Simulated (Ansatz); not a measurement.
**One shape, several levels: TiH2S2F2 (SMILES [F][Ti]([F])([SH])[SH])**

Wanted: a comparison of 3 runs (HF/def2-SVP, r2SCAN/6-31G*, PBE0/def2-SVP) of TiH2S2F2. 

Program for the calculation: Ansatz 0.2.0.

2 further runs of the same task are left out: 1 that didn't finish, 1 set aside as unsound or not needed.

## 1. Starting point

TiH2S2F2 has 7 atoms, charge 0, and is taken as a singlet. As SMILES, `[F][Ti]([F])([SH])[SH]`. The shape is that of a PBE0-D4/def2-TZVP optimisation. This is one conformer, not always the lowest.

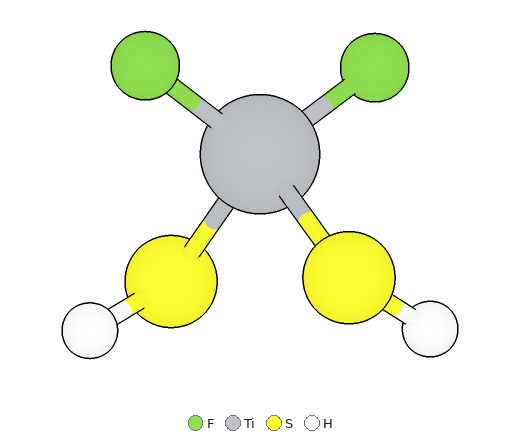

The structure, seen from a chosen angle (fluorine green, titanium light grey, sulfur yellow, hydrogen white).

## 2. Energy and gradient at HF/def2-SVP (run 1)

Contents of molecule.yaml:

```yaml
crystal:
  periodic: [false, false, false]
  atoms:
    - {symbol: F, position_ang: [-0.369600, -2.120800, -0.183800]}
    - {symbol: Ti, position_ang: [0.233900, -0.548500, 0.261500]}
    - {symbol: F, position_ang: [1.483400, -0.520600, 1.475100]}
    - {symbol: S, position_ang: [-1.415500, 0.763400, 1.120700]}
    - {symbol: S, position_ang: [0.957300, 0.353400, -1.698900]}
    - {symbol: H, position_ang: [-2.195700, 0.534500, 0.045400]}
    - {symbol: H, position_ang: [1.367200, 1.470600, -1.065600]}
basis:
  gaussian:
    orbitals: def2-SVP
total_charge: 0
accuracy: high
output: {forces: true, orbitals: {seedname: orbitals}}
hamiltonian:
  xc: hf
```

Command:

```
$ ansatz run molecule.yaml --threads 1 --pin off --max-ram 2610MiB --events-out events.jsonl --progress --plain --runs-dir runs
```

Log:

```text
Warning: RAYON_NUM_THREADS=1 ignored (pool sized by the plan → 1); use --threads N
Functional definition: HF
  name "HF"
  exchange = exact_x
  correlation = 0
2309 factors; integrals over basis functions are off by at most 3.4e-9 eV
mean field evaluation 1: about -50147.0148 eV, gradient 5.6e1 eV
mean field evaluation 2: about -50147.1526 eV, gradient 5.6e1 eV
mean field evaluation 4: about -50155.0763 eV, gradient 6.2e0 eV
mean field evaluation 8: about -50155.2330 eV, gradient 9.0e-1 eV
mean field evaluation 16: about -50155.2424 eV, gradient 1.6e-8 eV
mean field -50155.24244509 eV, -1843.1711634125 hartree, gradient 2.2e-8 eV, S^2 0.000000; 0 other end points of the search recorded, 0 dependent functions left out
the calculation of the forces begins
reference -50155.24244509 eV, -1843.1711634125 hartree; 37, 37 occupied and 68, 68 virtual orbitals, 2309 factors
Total energy: -50155.24244509 eV, -1843.1711634125 hartree
Atom 0 at    -0.369600    -2.120800    -0.183800 Å, force     0.217908     0.577442     0.212304 eV/Å
Atom 1 at     0.233900    -0.548500     0.261500 Å, force     0.303171    -0.721333     0.360052 eV/Å
Atom 2 at     1.483400    -0.520600     1.475100 Å, force    -0.443147    -0.042289    -0.479977 eV/Å
Atom 3 at    -1.415500     0.763400     1.120700 Å, force    -0.227755     0.003466    -0.162465 eV/Å
Atom 4 at     0.957300     0.353400    -1.698900 Å, force     0.122095     0.247278     0.036480 eV/Å
Atom 5 at    -2.195700     0.534500     0.045400 Å, force     0.064959     0.069366     0.179375 eV/Å
Atom 6 at     1.367200     1.470600    -1.065600 Å, force    -0.037231    -0.133931    -0.145769 eV/Å
Dipole moment:    -0.105618     0.252909    -0.125892 e Å
```

It took 12 s on 1 thread of Intel Xeon Platinum 8259CL at 2.50GHz (Skylake/Cascade Lake), shared host; peak memory 0.41 GiB.

## 3. Energy and forces at r2SCAN/6-31G(d) (spherical functions) (run 2)

Edit molecule.yaml of step 2 so:

```diff
@@ -11,8 +11,5 @@
 basis:
-  gaussian:
-    orbitals: def2-SVP
-total_charge: 0
+  gaussian: {orbitals: 6-31G_st_-spherical.json}
+output: {forces: true, orbitals: {seedname: orbitals}}
 accuracy: high
-output: {forces: true, orbitals: {seedname: orbitals}}
-hamiltonian:
-  xc: hf
+hamiltonian: {xc: r2scan}
```

The basis set 6-31G* is read from a file made from the Basis Set Exchange's data (not shown).

Command:

```
$ ansatz run molecule.yaml --threads 1 --pin off --max-ram 2610MiB --events-out events.jsonl --progress --plain --runs-dir runs
```

Log, cut to the lines that bear on the results:

```text
Warning: RAYON_NUM_THREADS=1 ignored (pool sized by the plan → 1); use --threads N
Functional definition: r2SCAN
  name "r2SCAN"
[...]
2271 factors; integrals over basis functions are off by at most 5.1e-9 eV
[...]
mean field -50251.33784752 eV, -1846.7026043163 hartree, gradient 5.9e-8 eV, S^2 0.000000; 0 other end points of the search recorded, 0 dependent functions left out
[...]
reference -50251.33784916 eV, -1846.7026043766 hartree; 37, 37 occupied and 65, 65 virtual orbitals, 2271 factors
Total energy: -50251.33784916 eV, -1846.7026043766 hartree
Atom 0 at    -0.369600    -2.120800    -0.183800 Å, force     0.113621     0.304183     0.109947 eV/Å
Atom 1 at     0.233900    -0.548500     0.261500 Å, force     0.231621    -0.549554     0.274726 eV/Å
Atom 2 at     1.483400    -0.520600     1.475100 Å, force    -0.233918    -0.020367    -0.252681 eV/Å
Atom 3 at    -1.415500     0.763400     1.120700 Å, force    -0.037987     0.107137     0.117145 eV/Å
Atom 4 at     0.957300     0.353400    -1.698900 Å, force    -0.000635    -0.017565    -0.162938 eV/Å
Atom 5 at    -2.195700     0.534500     0.045400 Å, force    -0.150581     0.011962    -0.099405 eV/Å
Atom 6 at     1.367200     1.470600    -1.065600 Å, force     0.077880     0.164203     0.013206 eV/Å
Dipole moment:    -0.043705     0.104971    -0.052302 e Å
```

Run time: 38 s. Hardware: 1 thread of Intel Xeon Platinum 8259CL at 2.50GHz (Skylake/Cascade Lake), shared host; peak memory 0.42 GiB.

## 4. Energy and gradient at PBE0/def2-SVP (run 3)

Contents of in.yaml:

```yaml
crystal:
  periodic: [false, false, false]
  atoms:
    - symbol: F
      position_ang: [-0.369600, -2.120800, -0.183800]
    - symbol: Ti
      position_ang: [0.233900, -0.548500, 0.261500]
    - symbol: F
      position_ang: [1.483400, -0.520600, 1.475100]
    - symbol: S
      position_ang: [-1.415500, 0.763400, 1.120700]
    - symbol: S
      position_ang: [0.957300, 0.353400, -1.698900]
    - symbol: H
      position_ang: [-2.195700, 0.534500, 0.045400]
    - symbol: H
      position_ang: [1.367200, 1.470600, -1.065600]
basis:
  gaussian:
    orbitals: def2-SVP
accuracy: high
output: {forces: true, orbitals: {seedname: orbitals}}
hamiltonian:
  xc: {name: PBE0}
```

Command:

```
$ ansatz run in.yaml --threads 1 --pin off --max-ram 2610MiB --events-out events.jsonl --progress --plain --runs-dir runs
```

Log, cut to the lines that bear on the results:

```text
Warning: RAYON_NUM_THREADS=1 ignored (pool sized by the plan → 1); use --threads N
Functional definition: PBE0
  name "PBE0"
[...]
2309 factors; integrals over basis functions are off by at most 3.4e-9 eV
[...]
mean field -50226.10933994 eV, -1845.7754737632 hartree, gradient 6.0e-8 eV, S^2 0.000000; 0 other end points of the search recorded, 0 dependent functions left out
[...]
reference -50226.10934544 eV, -1845.7754739653 hartree; 37, 37 occupied and 68, 68 virtual orbitals, 2309 factors
Total energy: -50226.10934544 eV, -1845.7754739653 hartree
Atom 0 at    -0.369600    -2.120800    -0.183800 Å, force     0.178015     0.487327     0.156244 eV/Å
Atom 1 at     0.233900    -0.548500     0.261500 Å, force     0.177668    -0.420746     0.210606 eV/Å
Atom 2 at     1.483400    -0.520600     1.475100 Å, force    -0.376555    -0.016235    -0.392059 eV/Å
Atom 3 at    -1.415500     0.763400     1.120700 Å, force     0.159940     0.002352     0.116512 eV/Å
Atom 4 at     0.957300     0.353400    -1.698900 Å, force    -0.088586    -0.176024    -0.031378 eV/Å
Atom 5 at    -2.195700     0.534500     0.045400 Å, force    -0.113201    -0.041934    -0.163635 eV/Å
Atom 6 at     1.367200     1.470600    -1.065600 Å, force     0.062719     0.165260     0.103709 eV/Å
Dipole moment:    -0.086511     0.207290    -0.103202 e Å
```

Wall time 21 s (1 thread of Intel Xeon Platinum 8259CL at 2.50GHz (Skylake/Cascade Lake), shared host); peak memory 0.48 GiB.

## 5. The series

| run | level | energy (Eh) | dipole moment (D) | HOMO energy (eV) | LUMO energy (eV) | wall time |
| --- | --- | --- | --- | --- | --- | --- |
| 1 | HF/def2-SVP | -1843.171163 | 1.45 | -10.67 | 0.60 | 12 s |
| 2 | r2SCAN/6-31G* (spherical functions) | -1846.702604 | 0.60 | -6.97 | -4.03 | 38 s |
| 3 | PBE0/def2-SVP | -1845.775474 | 1.19 | -7.80 | -3.15 | 21 s |

## 6. Outcome

| quantity | value |
| --- | --- |
| run 3: total energy | -1845.77547 Eh |
| run 3: dipole moment | 1.19 D |
| run 3: HOMO energy | -7.80 eV |
| run 3: LUMO energy | -3.15 eV |
| run 3: HOMO–LUMO gap | 4.64 eV |
| run 3: largest force on an atom | 0.544 eV/Å |

What this shows: The dipole moment (its size) runs from 0.60 D (r2SCAN/6-31G*) to 1.45 D (HF/def2-SVP). The two ends differ in method and basis. The HOMO–LUMO gap runs from 2.94 eV (r2SCAN/6-31G*) to 11.27 eV (HF/def2-SVP). Totals of different functionals can't be ranked against each other. All runs together took 71 s, the longest 38 s.
